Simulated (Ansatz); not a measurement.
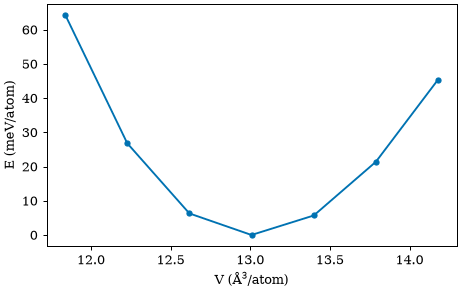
Figure: Si₂Ni (fluorite or antifluorite type, Fm-3m) under volume change, r²SCAN in the plane-wave PAW code Ansatz, scaled uniformly.

Task: What does a third-order Birch–Murnaghan fit give for V₀, B₀ and B′?

Result: V₀ = 13.01 Å³/atom, B₀ = 163 GPa, B′ = 4.9.

The r²SCAN relaxation kept the symmetry of its start; phonons on a q-mesh show no instability. The workflow began spin-polarised and lost its moments.

Potentials: the later of the program's two PAW sets.
